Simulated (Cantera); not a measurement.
Input: 1 mol Al, 0.45 mol Cl₂, 4.4 mol H₂, held at 11.0 Pa.

Equilibrium computed with Cantera from the NASA thermochemical tables; the gas is ideal and each condensed phase is pure. Candidate condensed phases: Al, AlCl₃; 12 gas species. The tables' values for AlCl₂ are old estimates; treat these amounts as uncertain. The numbers say what is thermodynamically allowed, not how fast it happens.

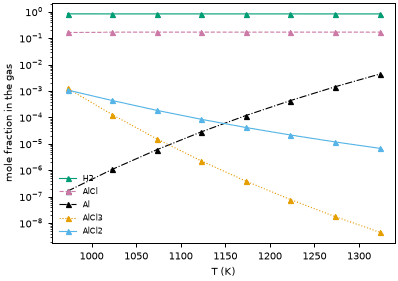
Equilibrium gas composition (values under 1e-9 drawn at 1e-9)

From 973 K to 1323 K the condensed part is Al(l). The main Al-bearing gas is AlCl throughout. The share of Al in condensed phases is highest at 973 K (11.9 %) and lowest at 1323 K (7.6 %).
